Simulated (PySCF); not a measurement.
**C5H3GeN3O3 (Ge(vinyl)(NCO)3): density, localisation and related maps**

The calculation's input:

```
{"job": {"kind": "uv", "xc": "PBE0", "basis": "def2-SVPD", "ip": true, "nstates": 15}, "charge": 0, "multiplicity": 1}
Ge    -0.203775     0.053933    -0.108400
C     -0.242390    -0.126633     1.790059
C      0.874306    -0.350679     2.486142
H     -1.210711    -0.039715     2.294634
H      1.849985    -0.435105     1.995826
H      0.857963    -0.454491     3.576051
N      1.511416     0.017534    -0.674374
C      2.384871     0.374628    -1.422543
O      3.271768     0.677214    -2.114531
N     -0.982321     1.595142    -0.633293
C     -1.379303     2.341991    -1.490111
O     -1.780259     3.105577    -2.272938
N     -1.055985    -1.262181    -1.003080
C     -1.666952    -2.291324    -1.110800
O     -2.261384    -3.282000    -1.268631
```

Run with:

```sh
OMP_NUM_THREADS=2 python probes_run.py task.json out
```

Geometry: PBE0-D3(BJ)/def2-SVP.

These are results of PBE0/def2-SVPD, SCF density, gas phase in PySCF, not measurements.

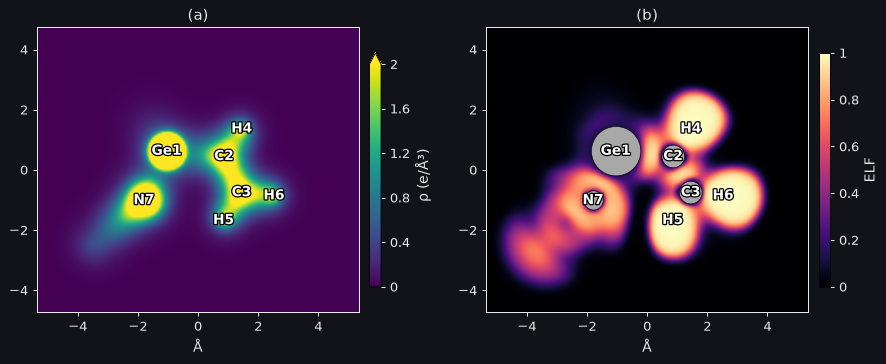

Figure 1. (a) total electron density; (b) ELF on the plane of atoms Ge1, C2 and C3. Grey discs cover the atomic cores in the ELF map.

**Read the bonding off the picture.**

Atoms in the plane: Ge, C, H and N.
C–C (1.33 Å): ρ is about 2.3 e/Å³ halfway; the ELF peaks at about 0.90 between the atoms; a short, multiple covalent bond.
Ge–N (1.81 Å): the density is about 0.95 e/Å³ at the midpoint; the ELF peaks at about 0.85 in the valence shell of N, 0.6 Å from its nucleus, and is about 0.40 at the midpoint.
C–Ge (1.91 Å): ρ is about 0.98 e/Å³ halfway; the ELF peaks at about 0.95 in the valence shell of C, 0.7 Å from its nucleus, and is about 0.70 at the midpoint.
C–H (1.09 Å): the density is about 2 e/Å³ at the midpoint; the ELF climbs to about 1 towards the hydrogen, as it does in any bond to H; an ordinary covalent bond to hydrogen.

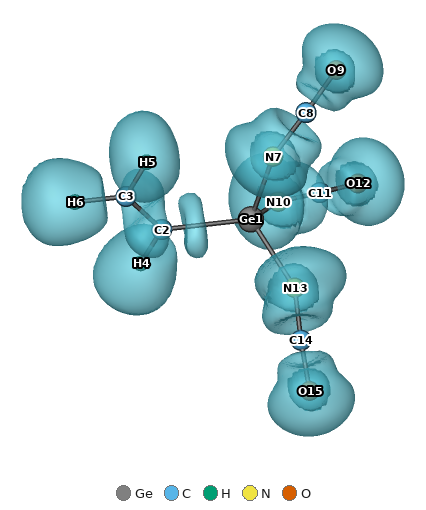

Figure 2. Isosurface of the ELF at 0.75 (cyan), seen at a tilt. Core shells and regions of very low density are left out.

**Where are the electrons localised?**

The surface consists of one region between bonded C–C atoms (shared pairs), three regions around hydrogen nuclei, one lobe of the valence shell of C pointing towards Ge (polar bonds), three regions on N in which the atom's valence shell and bonds are merged and three regions on O in which the atom's valence shell and bonds are merged. Profiles from the grid: C–O (1.16 Å): the ELF peaks at about 0.85 between the atoms: a multiple bond. C–N (1.20 Å): the ELF peaks at about 0.85 between the atoms: a multiple bond.

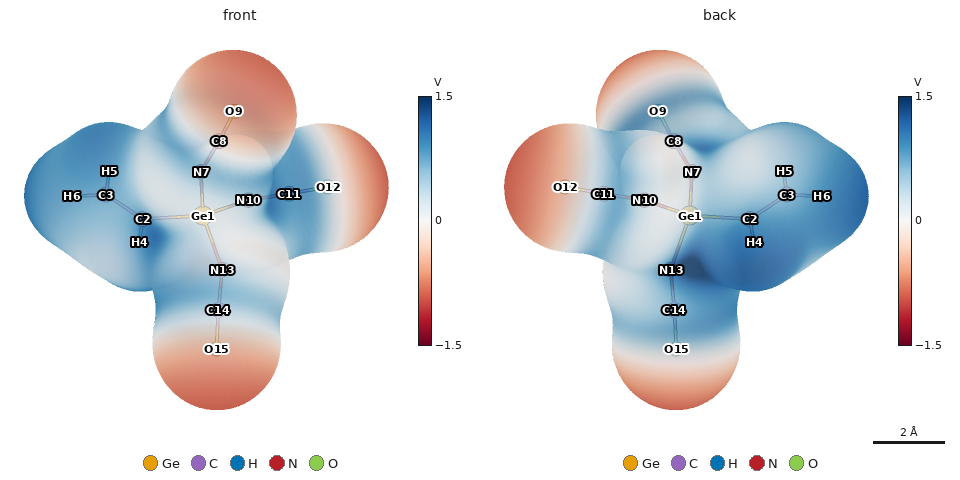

Figure 3. The molecular electrostatic potential painted on the density surface at 0.001 e/bohr³, seen from the front and from behind; red is negative and blue positive.

**Describe the electrostatic potential map.**

The most negative region (about −0.9 V) lies over O9, O12 and O15, the most positive (about +1.4 V) over Ge1.

**What dipole moment does the calculation give?**

Its dipole moment is 4.14 D.
